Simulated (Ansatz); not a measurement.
Pulling on the Ga1–F2 bond in GaF (multiplicity 1 held). Energies count from the point at 1.800 Å.


Restricted levels (R-, RO-) in cc, def2 and unpolarised 6-31G sets keep to the state of the molecule at rest. Unrestricted levels (U-) break spin symmetry where that is lower. Active spaces are followed from rest. Levels need not reach the same state.

Correlated levels freeze the cores. Filled d and f shells under p-block atoms count as core.

Programs: Ansatz (Gaussian basis) for Hartree–Fock, density functionals and correlated methods. Each number belongs to the level named beside it.

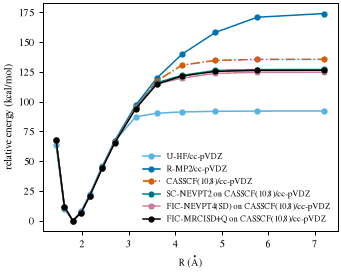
*Relative energy along the coordinate*

Q: Read off the U-HF/cc-pVDZ curve at R = 4.141.

A: about 91 kcal/mol

Doubts at one or more of the structures used: a spin-contaminated determinant (U-HF/cc-pVDZ); a restricted determinant that unrestricted orbitals would lower (R-MP2/cc-pVDZ).

Ansatz is an electronic-structure program.
